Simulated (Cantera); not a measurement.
Input: 1 mol SiF4, 25 mol NO, at 1775 °C.

Cantera equilibrium calculation (NASA polynomials, part measured and part estimated; ideal gas, pure solids and liquids). Candidate condensed phases: Si, SiO2, Si2N2O, Si3N4; 28 gas species. The tables' values for SiF3, SiO2, SiF2 are old estimates; treat these amounts as uncertain. The tables hold silica as quartz up to 1696 K and as liquid above; real silica turns to tridymite and cristobalite and melts near 1996 K. The numbers say what is thermodynamically allowed, not how fast it happens.

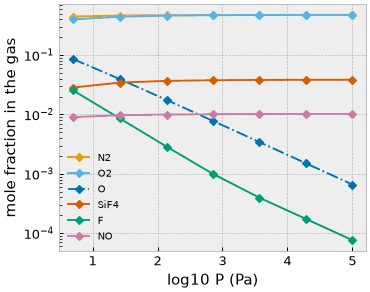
Figure. Equilibrium gas composition (values under 1e-9 drawn at 1e-9)

From 0.0375 Torr to 5.33 Torr nothing is condensed. From 27.8 Torr to 750 Torr the condensed part is SiO2(l). The main Si-bearing gas is SiF4 throughout.
